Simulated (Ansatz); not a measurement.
Consider Ge$_{2}$Cl.

Input

```
crystal:
  lattice:
    - [2.071652976, 1.1960694034, 11.5568733095]
    - [-2.071652976, 1.1960694034, 11.5568733095]
    - [0.0, -2.3921388067, 11.5568733095]
  atoms:
    - { symbol: Ge, position: [0.2753191964, 0.2753191964, 0.2753191964] }
    - { symbol: Ge, position: [0.7246808036, 0.7246808036, 0.7246808036] }
    - { symbol: Ge, position: [0.0358976174, 0.0358976174, 0.0358976174] }
    - { symbol: Ge, position: [0.9641023826, 0.9641023826, 0.9641023826] }
    - { symbol: Cl, position: [0.212416164, 0.212416164, 0.212416164] }
    - { symbol: Cl, position: [0.787583836, 0.787583836, 0.787583836] }
basis:
  ecutwfc: 420
kpoints:
  mp_grid: { grid: [12, 12, 12] }
hamiltonian:
  xc: pbe
scf:
  occupations: { method: gaussian, width: 0.1 }
output:
  forces: true
  stress: true
  eigenvalues: true
  write_density: true
  write_potential: true
  elf: true
  volumetric_format: npy
relax:
  adjacent_minimum: "off"
  f_tol: 0.01
  max_steps: 80
  cell: { stress_tol: 0.05 }
```

Run with:

```sh
ansatz run input.yaml --threads 1 --pin off --max-ram 2560MiB --backend cpu --events-out ev --progress --plain --runs-dir out
```

Below, planes, directions and counts refer to the conventional cell (a = 4.13 Å, b = 4.13 Å, c = 35.42 Å, α = 90.00°, β = 90.00°, γ = 120.00°).

The fields are those of the relaxed geometry.

Space group R-3m; a generated structure, not necessarily the stable one.

The calculation used DFT PBE, scalar-relativistic, plane waves, PAW in Ansatz.

What will maps of the electron localisation function show?

Ge–Cl (2.18 Å): the ELF peaks at about 0.80 in the valence shell of Cl, 0.8 Å from its nucleus, and is about 0.65 at the midpoint.
Ge–Ge (2.49 Å): the ELF peaks at about 0.80 between the atoms.

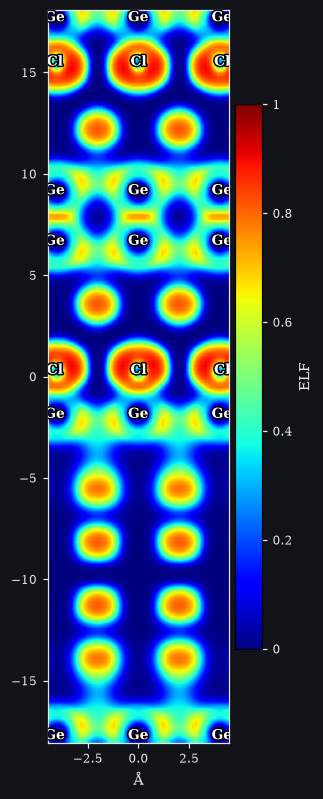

Computed electron localisation function on the (100) plane of the conventional cell. 
